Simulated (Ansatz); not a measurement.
**Map of one atom of the cell for MoS2 (2H-MoS2 type, space group P6_3/mmc)**

Starting cell, MoS2 (2H-MoS2 type, space group P6_3/mmc):

```
MoS2
1.0
    3.14944     0.00000     0.00000
   -1.57472     2.72750     0.00000
    0.00000     0.00000    12.09150
Mo S
2 4
Direct
  0.33333   0.66667   0.25000
  0.66667   0.33333   0.75000
  0.33333   0.66667   0.62050
  0.66667   0.33333   0.12050
  0.66667   0.33333   0.37950
  0.33333   0.66667   0.87950
```

In this cell atom 6 (S, nearest neighbour Mo at 2.400 Å; its periodic images, 3.1 Å or more away, move with it) is moved by u·(0.707, 0.707, 0.000) + v·(0.000, 0.000, 1.000); the rest is frozen.

Level of theory: PBE-D3(BJ) (plane waves to 420 eV, PAW, scalar-relativistic; Ansatz, a quantum-chemistry and plane-wave program). k mesh 10×10×3 (Γ-centred), Fermi-Dirac smearing 0.05 eV. E stands for the smeared free energy. Points where atoms come too close for the PAW data are left out (x in tables, blank in figures). As the smearing reaches across the gap at some points, energies and forces of such displacements shift with the k mesh and the smearing. MoS2 is run without spin polarisation. MoS2 was relaxed with its symmetry unable to fall. The PAW data are Ansatz's earlier set. The zero of ΔE is the undisplaced structure. Axes are in Å.

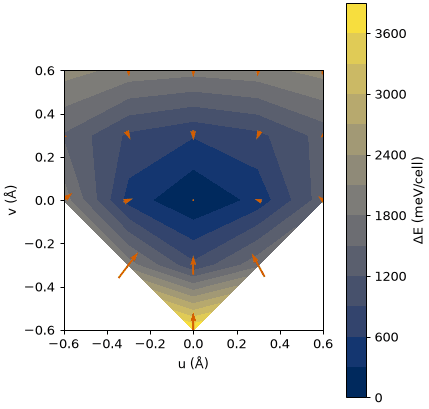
Fig. 1. ΔE (meV/cell) over the plane, with arrows for the in-plane force on the moved atom.

Lowest place on the grid: u = 0.000 Å, v = 0.000 Å (0 meV/cell).

(For displaced atoms, the force is minus the slope of the energy, and its curvature is a force constant, which sets phonon frequencies.)
